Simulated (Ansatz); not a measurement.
Start from MgSe in the rock salt structure (space group Fm-3m, No. 225; a = 5.391 Å). Axes: x, y, z lie along the cube axes.

Now apply this change: tensile biaxial strain of 1.25 % in the plane normal to [111], as in epitaxy on a mismatched substrate; the out-of-plane cell vector and the atoms relax.

Level of theory: Kohn–Sham DFT with the LDA functional, run in Ansatz (a quantum-chemistry and plane-wave program) with PAW and 420 eV plane waves, no spin-orbit coupling.

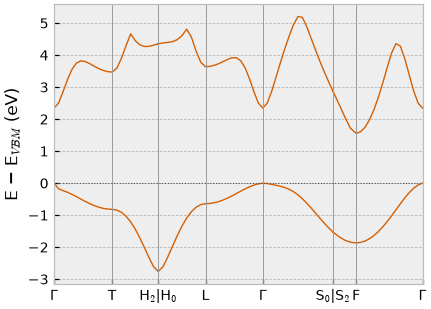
Fig. 1. Highest valence and lowest conduction band along the path of the changed cell's own zone

Q: From the figure, how large is the changed gap, and is it direct?

A: About 1.6 eV, indirect, Γ → F.

No phonon test of stability was made. Labels are those of the standard path for the cell's own space group.
